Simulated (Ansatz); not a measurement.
**S2F2 (Thio-thionyl fluoride) at 6 levels**

Wanted: a comparison of 6 runs (UHF/STO-3G, B3LYP/STO-3G, PBE0/STO-3G, SVWN5/STO-3G, MP2/STO-3G, CCSD/STO-3G) of S2F2 (Thio-thionyl fluoride). 

The results are computed with Ansatz 0.2.0.

55 further runs of the same task are left out: 15 that didn't finish, 40 set aside as unsound or not needed.

## (1) The structure to begin with

The species is S2F2 (4 atoms), meant as a singlet with charge 0. SMILES: `FS(F)=S`. The S4–S2 distance was set to 4.646 Å, away from the relaxed value. At this shape a bond of the SMILES string is far longer than usual.

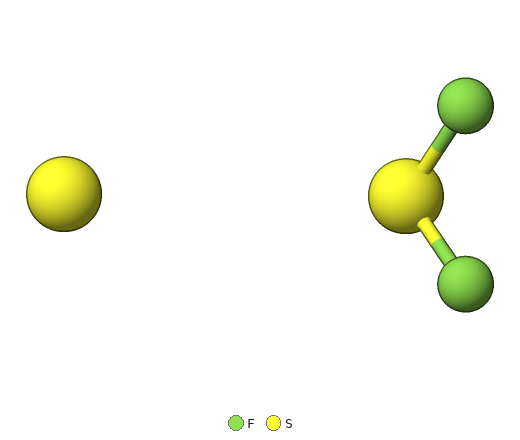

The structure, seen from a chosen angle (fluorine green, sulfur yellow).

## (2) A single-point energy at UHF/STO-3G (run 1)

The input, job.yaml:

```yaml
basis:
  gaussian:
    orbitals: STO-3G
crystal:
  periodic: [false, false, false]
  atoms:
    - {symbol: F, position_ang: [0.864858, -1.501848, 3.290494]}
    - {symbol: S, position_ang: [-0.350962, -1.928708, 2.332174]}
    - {symbol: F, position_ang: [0.443388, -3.221078, 1.805254]}
    - {symbol: S, position_ang: [-0.567510, 1.135710, -1.153590]}
magnetization:
  spin_polarized: true
hamiltonian:
  xc: hf
accuracy: high
```

Run with:

```
$ ansatz run job.yaml --threads 1 --pin off --max-ram 3480MiB --events-out events.jsonl --progress --plain --runs-dir runs
```

The log of the run:

```text
Warning: RAYON_NUM_THREADS=1 ignored (pool sized by the plan → 1); use --threads N
Functional definition: HF
  name "HF"
  exchange = exact_x
  correlation = 0
470 factors; integrals over basis functions are off by at most 2.7e-8 eV
mean field evaluation 1: about -26683.1258 eV, gradient 2.4e1 eV
mean field evaluation 2: about -26683.1918 eV, gradient 2.5e1 eV
mean field evaluation 4: about -26687.0748 eV, gradient 1.2e1 eV
mean field evaluation 8: about -26727.1446 eV, gradient 1.6e-1 eV
mean field evaluation 16: about -26727.1447 eV, gradient 5.2e-6 eV
mean field evaluation 32: about -26728.9151 eV, gradient 1.3e-8 eV
mean field evaluation 64: about -26727.9780 eV, gradient 2.5e0 eV
mean field evaluation 96: about -26728.9139 eV, gradient 2.7e-3 eV
mean field evaluation 128: about -26728.9142 eV, gradient 1.0e-1 eV
mean field evaluation 160: about -26728.9128 eV, gradient 2.0e-3 eV
mean field evaluation 192: about -26723.2201 eV, gradient 3.2e0 eV
mean field evaluation 224: about -26727.0927 eV, gradient 2.4e0 eV
mean field -26728.91513937 eV, -982.2695138623 hartree, gradient 1.3e-8 eV, S^2 1.000000; 3 other end points of the search recorded, 0 dependent functions left out
reference -26728.91513937 eV, -982.2695138623 hartree; 25, 25 occupied and 3, 3 virtual orbitals, 470 factors
Total energy: -26728.91513937 eV, -982.2695138623 hartree
```

Run time: 2.4 s. Hardware: 1 thread of Arm Neoverse V1, shared host; peak memory 0.1 GiB.

## (3) A single-point energy at B3LYP/STO-3G (run 2)

The input, run.yaml:

```yaml
crystal:
  periodic: [false, false, false]
  atoms:
    - {symbol: F, position_ang: [0.864858, -1.501848, 3.290494]}
    - {symbol: S, position_ang: [-0.350962, -1.928708, 2.332174]}
    - {symbol: F, position_ang: [0.443388, -3.221078, 1.805254]}
    - {symbol: S, position_ang: [-0.567510, 1.135710, -1.153590]}
basis:
  gaussian:
    orbitals: STO-3G
accuracy: high
hamiltonian:
  xc: {name: B3LYP}
```

Run with:

```
$ ansatz run run.yaml --threads 1 --pin off --max-ram 3480MiB --events-out events.jsonl --progress --plain --runs-dir runs
```

The log of the run:

```text
Warning: RAYON_NUM_THREADS=1 ignored (pool sized by the plan → 1); use --threads N
Functional definition: B3LYP
  name "B3LYP"
  parameter a0 = 0.2
  parameter ax = 0.72
  parameter ac = 0.81
  exchange = (1 - a0 - ax)*slater_x + ax*b88_x + a0*exact_x
  correlation = (1 - ac)*vwn_rpa_c + ac*lyp_c
470 factors; integrals over basis functions are off by at most 2.7e-8 eV
mean field evaluation 1: about -26738.5639 eV, gradient 3.0e1 eV
mean field evaluation 2: about -26594.9929 eV, gradient 3.0e1 eV
mean field evaluation 4: about -26595.4954 eV, gradient 2.4e1 eV
mean field evaluation 8: about -26777.3891 eV, gradient 1.4e-2 eV
mean field evaluation 16: about -26777.4036 eV, gradient 1.8e-4 eV
mean field evaluation 32: about -26777.4034 eV, gradient 1.5e-2 eV
mean field evaluation 64: about -26777.4030 eV, gradient 7.0e-2 eV
mean field -26777.40361479 eV, -984.0514324676 hartree, gradient 8.9e-8 eV, S^2 0.000000; 8 other end points of the search recorded, 0 dependent functions left out
reference -26777.40364264 eV, -984.0514334910 hartree; 25, 25 occupied and 3, 3 virtual orbitals, 470 factors
Total energy: -26777.40364264 eV, -984.0514334910 hartree
```

Wall time 6.6 s (1 thread of Arm Neoverse V1, shared host); peak memory 0.11 GiB.

Runs 3 to 5 aren't shown in full; the table further down has their settings and results.

## (4) A single-point energy at CCSD/STO-3G (run 6)

The input, molecule.yaml:

```yaml
crystal:
  periodic: [false, false, false]
  atoms:
    - {symbol: F, position_ang: [0.864858, -1.501848, 3.290494]}
    - {symbol: S, position_ang: [-0.350962, -1.928708, 2.332174]}
    - {symbol: F, position_ang: [0.443388, -3.221078, 1.805254]}
    - {symbol: S, position_ang: [-0.567510, 1.135710, -1.153590]}
basis:
  gaussian:
    orbitals: STO-3G
correlation:
  method: ccsd
  frozen_orbitals: {F: 1, S: 5}
accuracy: high
scf:
  omitted_lower_state_checks: [cluster_reference, increment]
```

Run with:

```
$ ansatz run molecule.yaml --threads 1 --pin off --max-ram 3480MiB --events-out events.jsonl --progress --plain --runs-dir runs
```

The log of the run:

```text
Warning: RAYON_NUM_THREADS=1 ignored (pool sized by the plan → 1); use --threads N
[... 17 lines left out ...]
12 core orbitals not correlated: weight in the atoms' cores, before any rotation towards them, 1.000 or more for the frozen orbitals, at most 0.000 for the correlated occupied ones
[... 92 lines left out ...]
WARN: these amplitudes may be one of several solutions (largest doubles amplitude 0.57, level shift 0.00 eV)
Total energy: -26730.15057826 eV, -982.3149154042 hartree
Checks for a lower state left out: cluster_reference, increment
```

Run time: 1.3 s. Hardware: 1 thread of Arm Neoverse V1, shared host.

## (5) The series

```tsv
run	level	frozen core orbitals	energy (Eh)	wall time
1	UHF/STO-3G	–	-982.269514	2.4 s
2	B3LYP/STO-3G	–	-984.051433	6.6 s
3	PBE0/STO-3G	–	-983.651723	5.1 s
4	SVWN5/STO-3G	–	-979.942521	5.4 s
5	MP2/STO-3G	12	-982.270977	1.3 s
6	CCSD/STO-3G	12	-982.314915	1.3 s
```

## (6) What came out

```
                                           quantity          value
                                run 6: total energy  -982.31492 Eh
run 6: correlation energy (12 core orbitals frozen)     -110.4 mEh
                               run 6: T1 diagnostic          0.015
```

**Reading.** Below the UHF energy at the same shape and in the same basis (STO-3G): MP2 -1.5 mEh; CCSD -45.4 mEh. Some of these start from another determinant than that one, so these aren't their correlation energies. Totals of different functionals can't be ranked against each other. In runs 5, 6 the log says that unrestricted orbitals would lower the reference, so the values rest on an unstable closed-shell determinant (other closed-shell runs at this shape may share the fault). In runs 1, 2, 3, 4, 5, 6 the basis is minimal, so the values are rough. In runs 2, 3, 4, 5, 6 a closed-shell determinant meets a far-stretched bond, which it describes badly. Spin contamination of the reference: run 1 ⟨S²⟩ = 1.00. Where it is this large, the reference is a mixture of spin states, and values that rest on it are in doubt. All runs together took 22 s, the longest 6.6 s.
